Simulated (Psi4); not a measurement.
**CO (carbon monoxide), step by step**

Aim: a series of 10 runs (PBE-D4/def2-SVP, PBE0-D4/def2-TZVP, PBE-D4/def2-TZVPP, r2SCAN-D4/def2-TZVPP, B3LYP-D4/def2-TZVPP, PBE0-D4/def2-TZVPP, wB97M-V/def2-TZVPP, CCSD(T)/def2-TZVPP, and more) of CO (carbon monoxide). 

The results are computed with Psi4 1.11.

### Step 1. The structure to begin with

The species is CO (2 atoms), meant as a singlet with charge 0. SMILES: `[C-]#[O+]`. Geometry: relaxed at GFN2-xTB, rattled. The run starts from this shape.

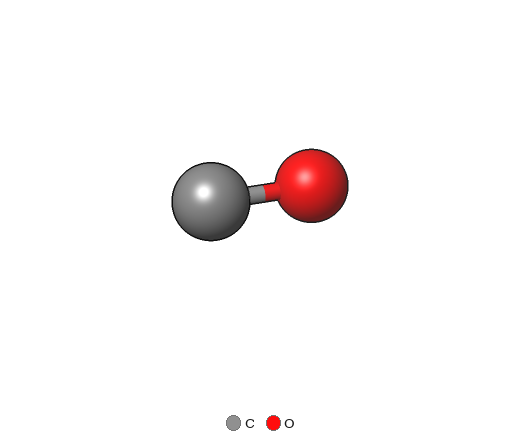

The structure, seen from a chosen angle (carbon grey, oxygen red).

### Step 2. A geometry optimisation at PBE-D4/def2-SVP (density fitting) (run 1)

input.inp reads:

```
memory 3300 mb

molecule mol {
  C      0.515333    -0.135888     0.293609
  O     -0.404269     0.155681    -0.281236
  symmetry c1
}

set globals {
  basis                   def2-SVP
  scf_type                df
  geom_maxiter            60
  max_force_g_convergence 0.0005
}

e, wfn = optimize("pbe-d4", return_wfn=True)
```

Started as:

```bash
$ psi4 -n 2 input.inp input.out
```

input.out:

```text
[...]
  Running in c1 symmetry.
[...]
  Nuclear repulsion =   22.618455302513045
[...]
  Multiplicity = 1
[...]
  Nalpha       = 7
  Nbeta        = 7
[...]
    Number of basis functions: 28
[...]
   @DF-RKS iter   1:  -113.04117718120685   -3.11311e-01   1.32386e-02 ADIIS/DIIS
[...]
   @DF-RKS iter   7:  -113.09984151674146   -1.32161e-12   6.53342e-10 DIIS
[...]
    Orbital Energies [Eh]
    ---------------------
    Doubly Occupied:
       1A    -18.865185     2A    -10.007949     3A     -1.055066
       4A     -0.505966     5A     -0.427028     6A     -0.427028
       7A     -0.322965
[...]
  @DF-RKS Final Energy:  -113.09984151674146
   => Energetics <=
    Nuclear Repulsion Energy =             22.2536012235748473
    One-Electron Energy =                -197.6548022481928797
    Two-Electron Energy =                  76.0419355047121428
    DFT Exchange-Correlation Energy =     -13.7401859312556098
    Empirical Dispersion Energy =          -0.0003900655799531
    VV10 Nonlocal Energy =                  0.0000000000000000
    Total Energy =                       -113.0998415167414635
[...]
 Multipole Moments:
 ------------------------------------------------------------------------------------
     Multipole            Electronic (a.u.)      Nuclear  (a.u.)        Total (a.u.)
 ------------------------------------------------------------------------------------
 L = 1.  Multiply by 2.5417464519 to convert [e a0] to [Debye]
 Dipole X            :         -0.0000000           -0.0000000           -0.0000000
 Dipole Y            :          0.0000000            0.0000000            0.0000000
 Dipole Z            :         -0.1253568           -0.0023509           -0.1277078
 Magnitude           :                                                    0.1277078
[...]
  -Total Gradient:
     Atom            X                  Y                   Z
    ------   -----------------  -----------------  -----------------
       1        0.000000000000    -0.000000000000    -0.000455933410
       2        0.000000000000     0.000000000000     0.000463159847
[...]
    Final optimized geometry and variables:
    Molecular point group: c1
    Full point group: C_inf_v
    Geometry (in Angstrom), charge = 0, multiplicity = 1:
    C            0.000000000000    -0.000000000000     0.652146019222
    O           -0.000000000000     0.000000000000    -0.489265020589
    Psi4 run time: 0:00:11.54
[...]
```

The script printed:

```text
Optimizer: Optimization complete!
```

It took 14 s on 2 threads of Intel Xeon at 2.50GHz (Skylake/Cascade Lake), shared host; peak memory 0.26 GiB.

Step by step:

| step | energy from the first frame kept (eV) | largest force (eV/Å) |
| --- | --- | --- |
| 0 | 0.0000 | 2.3385 |
| 1 | -0.0207 | 0.3739 |
| 2 | -0.0213 | 0.0238 |

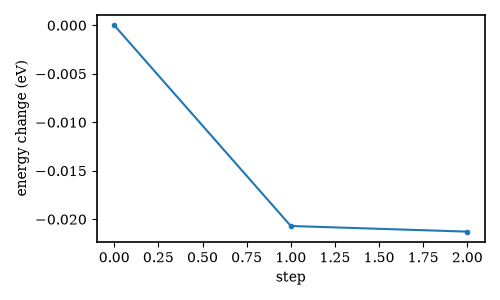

Energy along the run.

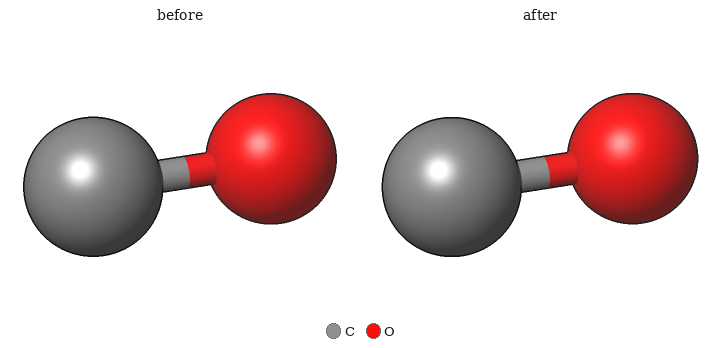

Before and after, at one scale.

After the run. Bond lengths: C1–O2 1.141 Å.

### Step 3. A geometry optimisation at PBE0-D4/def2-TZVP (density fitting) (run 2)

input.dat reads:

```
memory 3300 mb

molecule {
  0 1
  C      0.523947    -0.138619     0.298994
  O     -0.410732     0.157730    -0.285276
  symmetry c1
}

set globals {
  basis def2-TZVP
  reference rks
  scf_type df
  geom_maxiter 50
  max_force_g_convergence 0.0002
}

result, w = opt('pbe0-d4', return_wfn=True)
print_variables()
```

Started as:

```bash
$ psi4 -i input.dat -o output.dat -n 2
```

output.dat:

```text
[...]
  Running in c1 symmetry.
[...]
  Nuclear repulsion =   22.253602641841049
[...]
  Multiplicity = 1
[...]
  Nalpha       = 7
  Nbeta        = 7
[...]
    Number of basis functions: 62
[...]
   @DF-RKS iter   1:  -113.17793014538150   -5.15330e-01   6.44530e-03 DIIS/ADIIS
[...]
   @DF-RKS iter   5:  -113.23128521192515   -1.55751e-11   7.32706e-09 DIIS
[...]
    Orbital Energies [Eh]
    ---------------------
    Doubly Occupied:
       1A    -19.313451     2A    -10.339836     3A     -1.199974
       4A     -0.598741     5A     -0.497005     6A     -0.497005
       7A     -0.393640
[...]
  @DF-RKS Final Energy:  -113.23128521192515
   => Energetics <=
    Nuclear Repulsion Energy =             22.6100962961392185
    One-Electron Energy =                -198.5414845605875200
    Two-Electron Energy =                  73.1434192870111843
    DFT Exchange-Correlation Energy =     -10.4430002048667809
    Empirical Dispersion Energy =          -0.0003160296212723
    VV10 Nonlocal Energy =                  0.0000000000000000
    Total Energy =                       -113.2312852119251545
[...]
 Multipole Moments:
 ------------------------------------------------------------------------------------
     Multipole            Electronic (a.u.)      Nuclear  (a.u.)        Total (a.u.)
 ------------------------------------------------------------------------------------
 L = 1.  Multiply by 2.5417464519 to convert [e a0] to [Debye]
 Dipole X            :          0.0000000           -0.0000000            0.0000000
 Dipole Y            :         -0.0000000           -0.0000000           -0.0000000
 Dipole Z            :         -0.0478920           -0.0023138           -0.0502058
 Magnitude           :                                                    0.0502058
[...]
  -Total Gradient:
     Atom            X                  Y                   Z
    ------   -----------------  -----------------  -----------------
       1        0.000000000000     0.000000000000     0.000027422469
       2       -0.000000000000    -0.000000000000    -0.000021600868
[...]
```

Standard output:

```text
Optimizer: Optimization complete!
```

Wall time 21 s (2 threads of Intel Xeon at 2.50GHz (Skylake/Cascade Lake), shared host); peak memory 0.32 GiB.

Steps, from the record of the run:

| step | energy from the first frame kept (eV) | largest force (eV/Å) |
| --- | --- | --- |
| 0 | 0.0000 | 2.1398 |
| 1 | -0.0193 | 0.2986 |
| 2 | -0.0197 | 0.0197 |
| 3 | -0.0197 | 0.0014 |

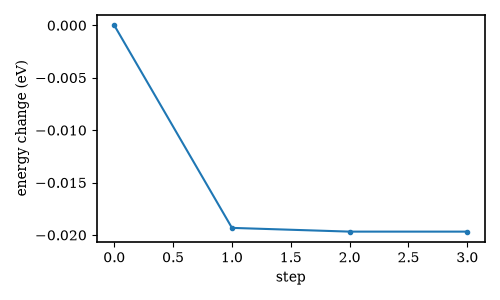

Energy along the run.

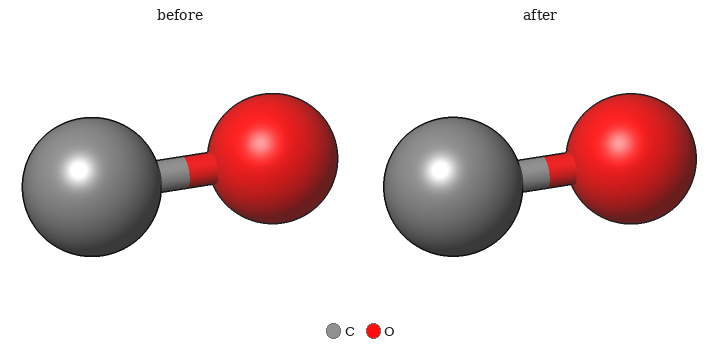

Before and after, at one scale.

After the run. Bond lengths: C1–O2 1.123 Å.

Runs 3 to 5 aren't shown in full; the table further down has their settings and results.

### Step 4. A single-point energy at B3LYP-D4/def2-TZVPP (density fitting) (run 6)

input.inp reads:

```
memory 3300 mb

molecule system {
  0 1
  C      0.515527    -0.135949     0.293731
  O     -0.404415     0.155727    -0.281327
  symmetry c1
}

set basis def2-TZVPP
set reference rks
set scf_type df
set dft_radial_points 99
set dft_spherical_points 590

energy('b3lyp-d4')
print_variables()
```

Started as:

```bash
$ psi4 -i input.inp -o input.out -n 2
```

input.out:

```text
[...]
  Running in c1 symmetry.
[...]
  Nuclear repulsion =   22.610095169528424
[...]
  Multiplicity = 1
[...]
  Nalpha       = 7
  Nbeta        = 7
[...]
    Number of basis functions: 62
[...]
   @DF-RKS iter   1:  -113.29456363901066   -4.48028e-01   7.32432e-03 DIIS/ADIIS
[...]
   @DF-RKS iter   7:  -113.36315207163537   -2.21250e-08   1.48179e-07 DIIS
[...]
    Orbital Energies [Eh]
    ---------------------
    Doubly Occupied:
       1A    -19.237951     2A    -10.293003     3A     -1.174660
       4A     -0.583595     5A     -0.485868     6A     -0.485868
       7A     -0.385531
[...]
  @DF-RKS Final Energy:  -113.36315207163537
   => Energetics <=
    Nuclear Repulsion Energy =             22.6100951695284245
    One-Electron Energy =                -198.5661523835563855
    Two-Electron Energy =                  73.8359749283974907
    DFT Exchange-Correlation Energy =     -11.2424342010119247
    Empirical Dispersion Energy =          -0.0006355849929832
    VV10 Nonlocal Energy =                  0.0000000000000000
    Total Energy =                       -113.3631520716353691
[...]
 Multipole Moments:
 ------------------------------------------------------------------------------------
     Multipole            Electronic (a.u.)      Nuclear  (a.u.)        Total (a.u.)
 ------------------------------------------------------------------------------------
 L = 1.  Multiply by 2.5417464519 to convert [e a0] to [Debye]
 Dipole X            :          0.0000000            0.0000000            0.0000000
 Dipole Y            :          0.0000000            0.0000000            0.0000000
 Dipole Z            :         -0.0417959           -0.0023138           -0.0441098
 Magnitude           :                                                    0.0441098
[...]
```

Run time: 9.9 s. Hardware: 2 threads of Intel Xeon at 2.50GHz (Skylake/Cascade Lake), shared host; peak memory 0.41 GiB.

Runs 7 to 9 aren't shown in full; the table further down has their settings and results.

### Step 5. The energy at MP2/def2-QZVPP (density fitting, density fitting for correlation) (run 10)

co.in reads:

```
memory 3300 MB

molecule {
  0 1
  C      0.97420484    -0.25690638     0.55507114
  O     -0.76423359     0.29428138    -0.53163098
  units bohr
  symmetry c1
}

set reference rhf
set scf_type df
set num_frozen_docc 2

e, wfn = energy('mp2/def2-QZVPP', return_wfn=True)
print_variables()
```

Started as:

```bash
$ psi4 co.in co.out -n 2
```

co.out:

```text
[...]
  Running in c1 symmetry.
[...]
  Nuclear repulsion =   22.610095207735373
[...]
  Multiplicity = 1
[...]
  Nalpha       = 7
  Nbeta        = 7
[...]
    Number of basis functions: 114
[...]
   @DF-RHF iter   1:  -112.76462402085446   -8.70345e-01   2.47052e-03 ADIIS/DIIS
[...]
   @DF-RHF iter   9:  -112.79073293400236   -1.32161e-12   1.77389e-09 DIIS
[...]
    Orbital Energies [Eh]
    ---------------------
    Doubly Occupied:
       1A    -20.664698     2A    -11.357904     3A     -1.524859
       4A     -0.804791     5A     -0.642320     6A     -0.642320
       7A     -0.554189
[...]
  @DF-RHF Final Energy:  -112.79073293400236
   => Energetics <=
    Nuclear Repulsion Energy =             22.6100952077353732
    One-Electron Energy =                -198.4194947183958675
    Two-Electron Energy =                  63.0186665766581200
    Total Energy =                       -112.7907329340023637
[...]
 Multipole Moments:
 ------------------------------------------------------------------------------------
     Multipole            Electronic (a.u.)      Nuclear  (a.u.)        Total (a.u.)
 ------------------------------------------------------------------------------------
 L = 1.  Multiply by 2.5417464519 to convert [e a0] to [Debye]
 Dipole X            :          0.0000000           -0.0000000            0.0000000
 Dipole Y            :         -0.0000000           -0.0000000           -0.0000000
 Dipole Z            :          0.0983393           -0.0023138            0.0960255
 Magnitude           :                                                    0.0960255
[...]
```

It took 6.6 s on 2 threads of Intel Xeon at 2.50GHz (Skylake/Cascade Lake), shared host; peak memory 0.26 GiB.

### Step 6. The series

| run | level | geom maxiter | max force g convergence | energy (Eh) | dipole moment (D) | HOMO energy (eV) | LUMO energy (eV) | wall time |
| --- | --- | --- | --- | --- | --- | --- | --- | --- |
| 1 | PBE-D4/def2-SVP (density fitting) | 60 | 0.0005 | -113.099842 | 0.32 | -8.79 | -1.88 | 14 s |
| 2 | PBE0-D4/def2-TZVP (density fitting) | 50 | 0.0002 | -113.231285 | 0.13 | -10.71 | -0.62 | 21 s |
| 3 | PBE0-D4/def2-TZVP (density fitting) | – | – | -113.231285 | 0.13 | – | – | 27 s |
| 4 | PBE-D4/def2-TZVPP (density fitting) | – | – | -113.234357 | 0.25 | -8.99 | -1.89 | 11 s |
| 5 | r2SCAN-D4/def2-TZVPP (density fitting) | – | – | -113.298657 | 0.19 | -9.44 | -1.59 | 15 s |
| 6 | B3LYP-D4/def2-TZVPP (density fitting) | – | – | -113.363152 | 0.11 | -10.49 | -0.98 | 9.9 s |
| 7 | PBE0-D4/def2-TZVPP (density fitting) | – | – | -113.231285 | 0.13 | -10.71 | -0.62 | 10 s |
| 8 | wB97M-V/def2-TZVPP (density fitting) | – | – | -113.338642 | 0.09 | -13.33 | 1.69 | 12 s |
| 9 | CCSD(T)/def2-TZVPP (density fitting, density fitting for correlation) | – | – | -113.158974 | – | -15.07 | 3.54 | 11 s |
| 10 | MP2/def2-QZVPP (density fitting, density fitting for correlation) | – | – | -113.169417 | – | -15.08 | 3.14 | 6.6 s |

### Step 7. Results

```
                                                           quantity          value
                               run 10, MP2/def2-QZVPP: total energy  -113.16942 Eh
        run 10, MP2/def2-QZVPP: HOMO energy (Hartree–Fock orbitals)      -15.08 eV
        run 10, MP2/def2-QZVPP: LUMO energy (Hartree–Fock orbitals)        3.14 eV
      run 10, MP2/def2-QZVPP: HOMO–LUMO gap (Hartree–Fock orbitals)       18.22 eV
run 10, MP2/def2-QZVPP: correlation energy (2 core orbitals frozen)     -378.7 mEh
```

**Reading.** Over runs 3, 4, 5, 6, 7, 8 the dipole moment (its size) runs from 0.09 D (wB97M-V/def2-TZVPP) to 0.25 D (PBE-D4/def2-TZVPP). Over runs 4, 5, 6, 7, 8 the HOMO–LUMO gap runs from 7.10 eV (PBE-D4/def2-TZVPP) to 15.02 eV (wB97M-V/def2-TZVPP). Totals of different functionals can't be ranked against each other. All runs together took 2.3 min, the longest 27 s.
